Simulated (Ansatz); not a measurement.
**GaSiH4OF (SMILES [F][GaH][O][SiH3]) at 5 levels**

Aim: a comparison of 5 runs (HF/6-31G*, BLYP/6-31G*, CAM-B3LYP/6-31G*, r2SCAN0/6-31G*, B3LYP/6-31G*) of GaSiH4OF. 

The results are computed with Ansatz 0.2.0.

130 further runs of the same task are left out: 3 that didn't finish, 127 set aside as unsound or not needed.

## 1. The molecule

GaSiH4OF has 8 atoms, charge 0, and is taken as a singlet. SMILES: `[F][GaH][O][SiH3]`. One bond was lengthened or shortened from a relaxed shape.

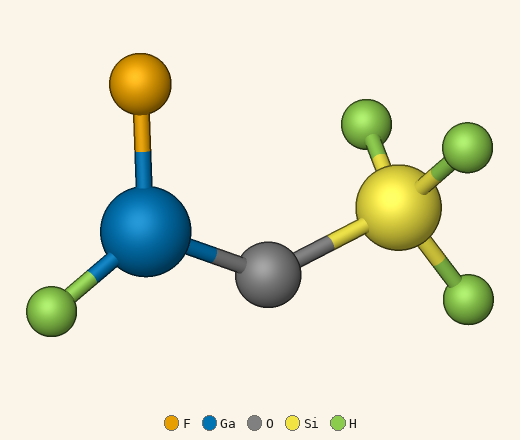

The structure, seen from a chosen angle (fluorine amber, gallium blue, oxygen grey, silicon yellow, hydrogen green).

## 2. The energy at HF/6-31G(d) (spherical functions) (run 1)

input.yaml reads:

```yaml
crystal:
  periodic: [false, false, false]
  atoms:
    - symbol: F
      position_ang: [1.048378, 1.617611, 1.794457]
    - symbol: Ga
      position_ang: [1.515178, 1.365811, 0.125757]
    - symbol: O
      position_ang: [0.513478, 0.170411, -0.695743]
    - symbol: Si
      position_ang: [-0.952800, -0.945800, -0.299100]
    - symbol: H
      position_ang: [2.684378, 2.129811, -0.514843]
    - symbol: H
      position_ang: [-1.287500, -1.717200, -1.523200]
    - symbol: H
      position_ang: [-0.618600, -1.894300, 0.796900]
    - symbol: H
      position_ang: [-2.137300, -0.143800, 0.108800]
basis:
  gaussian:
    orbitals: 6-31G_st_-spherical.json
hamiltonian:
  xc: hf
accuracy: high
output: {orbitals: {seedname: orbitals}}
```

The basis set 6-31G* is read from a file made from the Basis Set Exchange's data (not shown).

Started as:

```console
ansatz run input.yaml --threads 1 --pin off --max-ram 3480MiB --events-out events.jsonl --progress --plain --runs-dir runs
```

Log:

```text
Warning: RAYON_NUM_THREADS=1 ignored (pool sized by the plan → 1); use --threads N
Functional definition: HF
  name "HF"
  exchange = exact_x
  correlation = 0
1853 factors; integrals over basis functions are off by at most 7.0e-9 eV
mean field evaluation 1: about -64991.8536 eV, gradient 4.8e1 eV
mean field evaluation 2: about -64991.9577 eV, gradient 4.8e1 eV
mean field evaluation 4: about -64996.6462 eV, gradient 3.6e0 eV
mean field evaluation 8: about -64996.6970 eV, gradient 3.5e-1 eV
mean field evaluation 16: about -64996.6974 eV, gradient 1.7e-8 eV
mean field -64996.69735556 eV, -2388.5845714732 hartree, gradient 1.8e-8 eV, S^2 0.000000; 0 other end points of the search recorded, 0 dependent functions left out
reference -64996.69735556 eV, -2388.5845714732 hartree; 33, 33 occupied and 53, 53 virtual orbitals, 1853 factors
Total energy: -64996.69735556 eV, -2388.5845714732 hartree
```

Wall time 4.2 s (1 thread of Intel Xeon Platinum 8488C (Sapphire Rapids), shared host); peak memory 0.28 GiB.

## 3. A single-point energy at BLYP/6-31G(d) (spherical functions) (run 2)

input.yaml reads:

```yaml
crystal:
  periodic: [false, false, false]
  atoms:
    - {symbol: F, position_ang: [1.048378, 1.617611, 1.794457]}
    - {symbol: Ga, position_ang: [1.515178, 1.365811, 0.125757]}
    - {symbol: O, position_ang: [0.513478, 0.170411, -0.695743]}
    - {symbol: Si, position_ang: [-0.952800, -0.945800, -0.299100]}
    - {symbol: H, position_ang: [2.684378, 2.129811, -0.514843]}
    - {symbol: H, position_ang: [-1.287500, -1.717200, -1.523200]}
    - {symbol: H, position_ang: [-0.618600, -1.894300, 0.796900]}
    - {symbol: H, position_ang: [-2.137300, -0.143800, 0.108800]}
basis:
  gaussian: {orbitals: 6-31G_st_-spherical.json}
magnetization: {spin_polarized: false}
hamiltonian: {xc: {name: BLYP}}
accuracy: high
output: {orbitals: {seedname: orbitals}}
```

The basis set 6-31G* is read from a file made from the Basis Set Exchange's data (not shown).

Started as:

```console
ansatz run input.yaml --threads 1 --pin off --max-ram 3480MiB --events-out events.jsonl --progress --plain --runs-dir runs
```

Log:

```text
Warning: RAYON_NUM_THREADS=1 ignored (pool sized by the plan → 1); use --threads N
Functional definition: BLYP
  name "BLYP"
  parameter beta = 0.0042
  parameter a = 0.04918
  parameter b = 0.132
  parameter c = 0.2533
  parameter d = 0.349
  exchange = b88_x(beta = beta)
  correlation = lyp_c(a = a, b = b, c = c, d = d)
1853 factors; integrals over basis functions are off by at most 7.0e-9 eV
mean field evaluation 1: about -65069.0989 eV, gradient 7.8e1 eV
mean field evaluation 2: about -64957.0289 eV, gradient 2.1e2 eV
mean field evaluation 4: about -65078.5165 eV, gradient 2.3e1 eV
mean field evaluation 8: about -65079.3544 eV, gradient 6.2e-1 eV
mean field evaluation 16: about -65079.3461 eV, gradient 1.3e-4 eV
mean field -65079.34607607 eV, -2391.6218559306 hartree, gradient 9.4e-8 eV, S^2 0.000000; 0 other end points of the search recorded, 0 dependent functions left out
reference -65079.34613601 eV, -2391.6218581332 hartree; 33, 33 occupied and 53, 53 virtual orbitals, 1853 factors
Total energy: -65079.34613601 eV, -2391.6218581332 hartree
```

Run time: 8.7 s. Hardware: 1 thread of Intel Xeon Platinum 8488C (Sapphire Rapids), shared host; peak memory 0.24 GiB.

Run 3 isn't shown in full; the table further down has it.

## 4. A single-point energy at r2SCAN0/6-31G(d) (spherical functions) (run 4)

molecule.yaml reads:

```yaml
crystal:
  periodic: [false, false, false]
  atoms:
    - {symbol: F, position_ang: [1.048378, 1.617611, 1.794457]}
    - {symbol: Ga, position_ang: [1.515178, 1.365811, 0.125757]}
    - {symbol: O, position_ang: [0.513478, 0.170411, -0.695743]}
    - {symbol: Si, position_ang: [-0.952800, -0.945800, -0.299100]}
    - {symbol: H, position_ang: [2.684378, 2.129811, -0.514843]}
    - {symbol: H, position_ang: [-1.287500, -1.717200, -1.523200]}
    - {symbol: H, position_ang: [-0.618600, -1.894300, 0.796900]}
    - {symbol: H, position_ang: [-2.137300, -0.143800, 0.108800]}
basis:
  gaussian:
    orbitals: 6-31G_st_-spherical.json
hamiltonian:
  xc: {name: r2SCAN0}
accuracy: high
output:
  orbitals: {seedname: orbitals}
```

The basis set 6-31G* is read from a file made from the Basis Set Exchange's data (not shown).

Started as:

```console
ansatz run molecule.yaml --threads 1 --pin off --max-ram 3480MiB --events-out events.jsonl --progress --plain --runs-dir runs
```

Log:

```text
Warning: RAYON_NUM_THREADS=1 ignored (pool sized by the plan → 1); use --threads N
Functional definition: r2SCAN0
  name "r2SCAN0"
  parameter a = 0.25
  parameter k0 = 0.174
  parameter k1 = 0.065
  parameter a1 = 4.9479
  exchange = (1 - a)*r2scan_x(k0 = k0, k1 = k1, a1 = a1) + a*exact_x
  correlation = r2scan_c
1853 factors; integrals over basis functions are off by at most 7.0e-9 eV
mean field evaluation 1: about -65067.1420 eV, gradient 6.0e1 eV
mean field evaluation 2: about -65045.8973 eV, gradient 1.2e2 eV
mean field evaluation 4: about -65073.2839 eV, gradient 7.6e0 eV
mean field evaluation 8: about -65073.5308 eV, gradient 2.8e-1 eV
mean field evaluation 16: about -65073.5310 eV, gradient 1.4e-5 eV
mean field -65073.53104154 eV, -2391.4081573531 hartree, gradient 1.7e-8 eV, S^2 0.000000; 0 other end points of the search recorded, 0 dependent functions left out
reference -65073.53104258 eV, -2391.4081573912 hartree; 33, 33 occupied and 53, 53 virtual orbitals, 1853 factors
Total energy: -65073.53104258 eV, -2391.4081573912 hartree
```

Run time: 15 s. Hardware: 1 thread of Intel Xeon Platinum 8488C (Sapphire Rapids), shared host; peak memory 0.4 GiB.

## 5. The energy at B3LYP/6-31G(d) (Cartesian functions) (run 5)

job.yaml reads:

```yaml
crystal:
  periodic: [false, false, false]
  atoms:
    - {symbol: F, position_ang: [1.048378, 1.617611, 1.794457]}
    - {symbol: Ga, position_ang: [1.515178, 1.365811, 0.125757]}
    - {symbol: O, position_ang: [0.513478, 0.170411, -0.695743]}
    - {symbol: Si, position_ang: [-0.952800, -0.945800, -0.299100]}
    - {symbol: H, position_ang: [2.684378, 2.129811, -0.514843]}
    - {symbol: H, position_ang: [-1.287500, -1.717200, -1.523200]}
    - {symbol: H, position_ang: [-0.618600, -1.894300, 0.796900]}
    - {symbol: H, position_ang: [-2.137300, -0.143800, 0.108800]}
basis:
  gaussian:
    orbitals: "6-31G*"
hamiltonian:
  xc: {name: B3LYP}
accuracy: high
output: {orbitals: {seedname: orbitals}}
```

Started as:

```console
ansatz run job.yaml --threads 1 --pin off --max-ram 3480MiB --events-out events.jsonl --progress --plain --runs-dir runs
```

Log:

```text
Warning: RAYON_NUM_THREADS=1 ignored (pool sized by the plan → 1); use --threads N
Functional definition: B3LYP
  name "B3LYP"
  parameter a0 = 0.2
  parameter ax = 0.72
  parameter ac = 0.81
  exchange = (1 - a0 - ax)*slater_x + ax*b88_x + a0*exact_x
  correlation = (1 - ac)*vwn_rpa_c + ac*lyp_c
1883 factors; integrals over basis functions are off by at most 4.1e-9 eV
mean field evaluation 1: about -65072.5706 eV, gradient 6.9e1 eV
mean field evaluation 2: about -65024.9891 eV, gradient 1.6e2 eV
mean field evaluation 4: about -65080.1368 eV, gradient 1.4e1 eV
mean field evaluation 8: about -65080.5381 eV, gradient 2.5e-1 eV
mean field evaluation 16: about -65080.5382 eV, gradient 9.4e-6 eV
mean field -65080.53821862 eV, -2391.6656663609 hartree, gradient 4.5e-8 eV, S^2 0.000000; 0 other end points of the search recorded, 0 dependent functions left out
reference -65080.53826324 eV, -2391.6656680008 hartree; 33, 33 occupied and 59, 59 virtual orbitals, 1883 factors
Total energy: -65080.53826324 eV, -2391.6656680008 hartree
```

It took 7.8 s on 1 thread of Intel Xeon Platinum 8488C (Sapphire Rapids), shared host; peak memory 0.36 GiB.

## 6. The series

```
run                                   level  Cartesian functions   energy (Eh)  HOMO energy (eV)  LUMO energy (eV)  HOMO–LUMO gap (eV)  wall time
  1         HF/6-31G* (spherical functions)                   no  -2388.584571            -12.43              1.85               14.28      4.2 s
  2       BLYP/6-31G* (spherical functions)                   no  -2391.621858             -6.87             -1.58                5.29      8.7 s
  3  CAM-B3LYP/6-31G* (spherical functions)                   no  -2391.658148             -9.95              0.18               10.13      8.7 s
  4    r2SCAN0/6-31G* (spherical functions)                   no  -2391.408157             -8.83             -0.53                8.30       15 s
  5      B3LYP/6-31G* (Cartesian functions)                  yes  -2391.665668             -8.26             -1.00                7.26      7.8 s
```

## 7. Results

```
            quantity           value
 run 5: total energy  -2391.66567 Eh
  run 5: HOMO energy        -8.26 eV
  run 5: LUMO energy        -1.00 eV
run 5: HOMO–LUMO gap         7.26 eV
```

**Reading.** The HOMO–LUMO gap runs from 5.29 eV (BLYP/6-31G*) to 14.28 eV (HF/6-31G*). Exact exchange widens orbital gaps. Totals of different functionals can't be ranked against each other. All runs together took 45 s, the longest 15 s.
